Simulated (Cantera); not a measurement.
A closed system holds: 1 mol N2O, 0.043 mol O2, 0.8 mol H2O, held at 0.00570 bar.

Cantera equilibrium calculation (NASA polynomials, part measured and part estimated; ideal gas, pure solids and liquids). Candidate condensed phases: H2O; 24 gas species. Rates play no part.

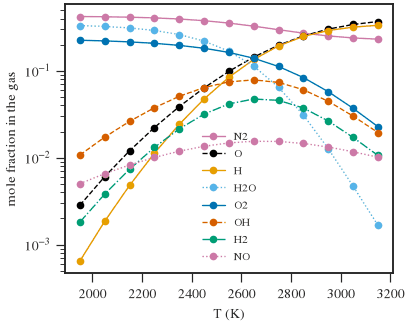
Figure. Equilibrium gas composition (values under 1e-9 drawn at 1e-9)

From 1950 K to 3150 K nothing is condensed.
